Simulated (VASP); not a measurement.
Band structure of CdIn2Se4 (space group I-42m). All values below come from PBEsol GGA, VASP's PBE PAW potentials (set 64) (plane waves; VASP).

Unless said otherwise, spin-orbit coupling is left out, though it shifts the bands of the heavy elements here.

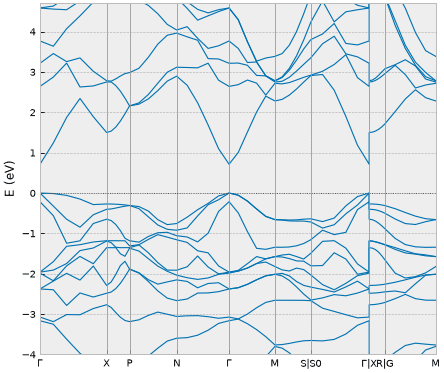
Fig. 1. Bands along high-symmetry lines, zero at the valence-band maximum or, without a gap, the Fermi level

Q: Read the plot: is there a gap, and where are the band edges?

A: The gap is direct, 0.71 eV, from the valence maximum at Γ to the conduction minimum at Γ.

The structure comes from a computed database's CdIn2Se4 entry (I-42m); how it stands against other phases isn't given here. The cell was not relaxed at this level. The k-mesh is coarse (spacing up to 0.51 per Å, 2π included), so the numbers may not be converged in it.
